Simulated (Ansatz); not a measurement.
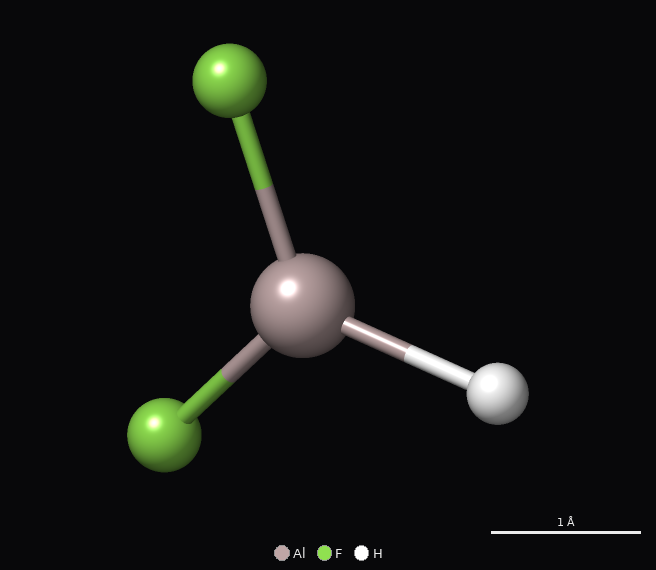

A ball-and-stick model of a molecule. Every bond is drawn as one stick, whatever its order.

Computed geometry: PBE0-D4/def2-TZVP optimisation.

Describe the molecule.

Formula AlF₂H. This geometry has C2v symmetry. All atoms lie on one plane. Coordination: 1 Al trigonal planar.

More results for the same structure follow; atom numbers are the same in all pictures, views and colours differ.

### Shape

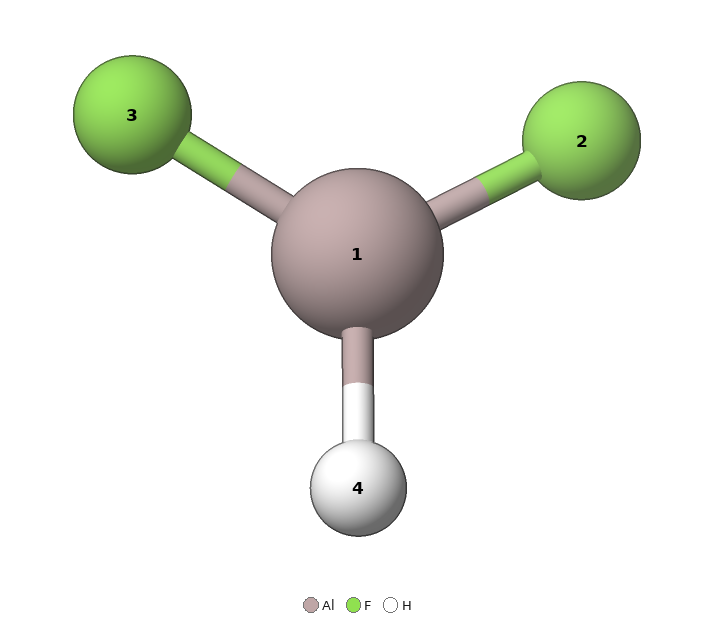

Numbered structure.

What are the angles F2–Al1–F3, F2–Al1–H4?

| angle | degrees |
| --- | --- |
| F2–Al1–F3 | 118.0 |
| F2–Al1–H4 | 121.0 |

### Electronic properties

Method: RKS PBE0-D4/def2-TZVP (Ansatz 0.2.0).

What does the calculation give?

- dipole moment: 1.36 D
- harmonic zero-point energy: 30.8 kJ/mol

### Vibrations

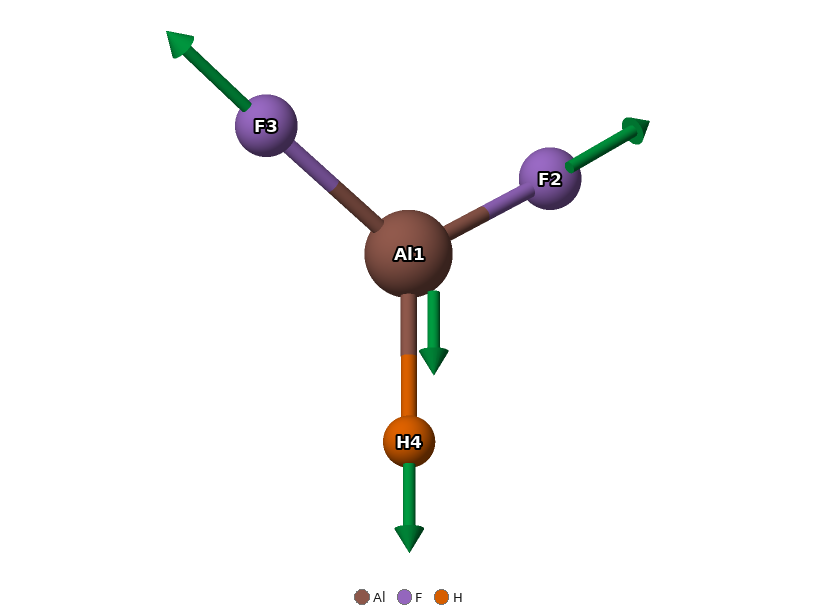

The arrows show one normal mode. Harmonic vibrations computed with RKS PBE0-D4/def2-TZVP (Ansatz 0.2.0) at a stationary point of the same level.

Question: Describe the motion.

Answer: Mostly in-phase stretching of 2 Al–F bonds.

Question: Estimate its harmonic wavenumber.

Answer: 783 cm⁻¹; it is mode 4 of 6 counted from the lowest.

### Charges

The questions are on Mulliken charges. Properties computed with RKS PBE0-D4/def2-TZVP (Ansatz 0.2.0).

List the Mulliken charges.

```json
{"atom": "Al1", "value (e)": "0.74"}
{"atom": "F2", "value (e)": "−0.34"}
{"atom": "F3", "value (e)": "−0.34"}
{"atom": "H4", "value (e)": "−0.07"}
```

Mulliken values depend strongly on the basis set and can even reverse the polarity of a bond.
